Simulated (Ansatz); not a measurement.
CH₂AlBClF

```xyz
7

F    -1.4521   -1.6632    0.0635
C    -0.9492   -0.4602    0.2422
Cl    1.7341   -1.8110   -1.2900
B    -1.0542    0.8098    0.6895
Al    0.9075   -0.1070   -0.4049
H    -0.8493    1.9322    0.9638
H     1.7245    1.2312   -0.3098
```

Geometry: PBE0-D4/def2-TZVP.

These are results of RKS PBE0-D4/def2-TZVPP (Ansatz 0.2.0), not measurements.

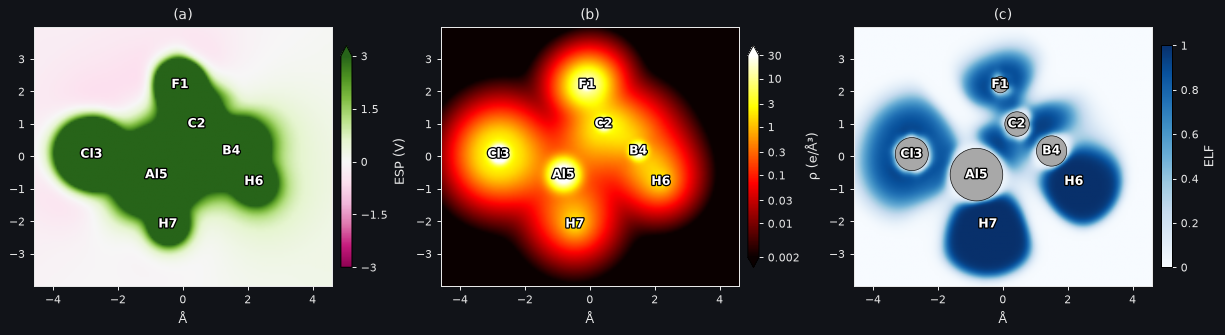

Figure 1. (a) electrostatic potential; (b) total electron density; (c) ELF on the molecular plane. Grey discs cover the atomic cores in the ELF map.

Q: Describe what can be read from this map.

A: The section cuts through F, C, Cl, B, Al and H sites.
C–F (1.32 Å): ρ is about 2.4 e/Å³ halfway; the ELF peaks at about 0.85 between the atoms (a shared but strongly polarised pair).
C–B (1.35 Å): ρ is about 1.9 e/Å³ halfway; the ELF peaks at about 0.85 between the atoms: localised, covalent bonding.
C–Al (2.00 Å): the density is about 0.62 e/Å³ at the midpoint; the ELF peaks at about 0.90 between the atoms, as expected for a shared but strongly polarised pair.
Al–Cl (2.09 Å): ρ is about 0.75 e/Å³ halfway; the ELF peaks at about 0.85 in the valence shell of Cl, 0.9 Å from its nucleus, and is about 0.80 at the midpoint.
Al–B (2.43 Å): the density is about 0.36 e/Å³ at the midpoint; the ELF reaches about 0.60 near the midpoint.
The ELF also peaks beside Cl3 and F1, away from the bonds: lone-pair regions.
Outside the dense part of the molecule the potential is most negative (−0.6 V) near F1.

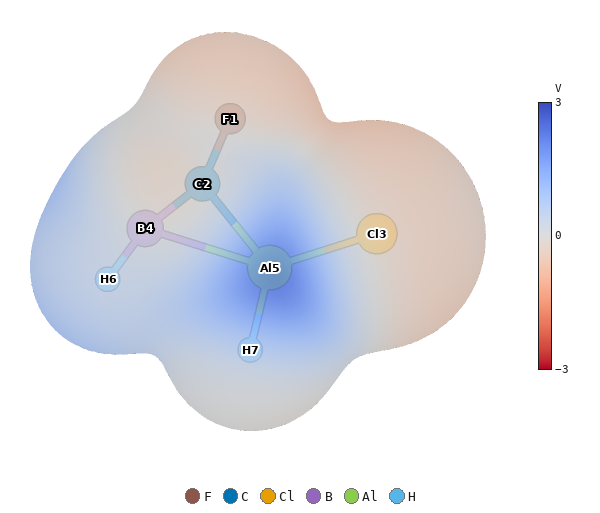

Figure 2. The electrostatic potential painted on the density surface at 0.001 e/bohr³, seen across its widest extent; the colour scale runs from red (negative) to blue (positive).

Q: Which sites attract a positive test charge, and which a negative one?

A: A positive charge is drawn to the negative regions and a negative charge to the positive ones. The most negative region (about −0.6 V) lies over F1 and Cl3, the most positive (about +2.2 V) over Al5.

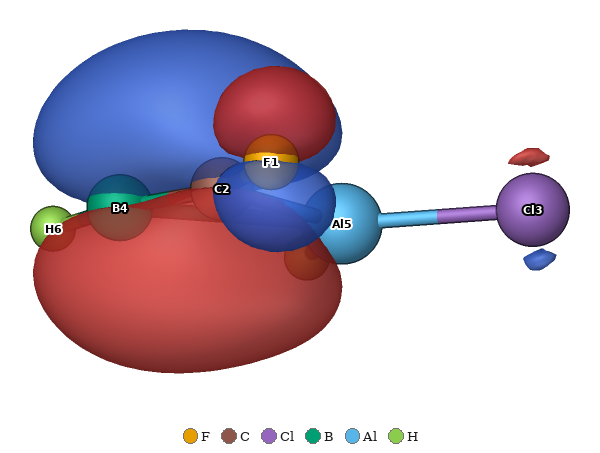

Figure 3. The HOMO at ±0.1 Å⁻³ᐟ² (red and blue are the two phases), seen from one side.

Q: Describe this orbital and give its energy.

A: By Hirshfeld shares it lies mainly on C2 (about 40 %), B4 (about 35 %), F1 (about 10 %) and Al5 (about 10 %); it changes sign across the molecular plane (π type); π-bonding across C2–B4 and B4–Al5; π-antibonding (a node) across F1–C2. Its energy is −7.44 eV.
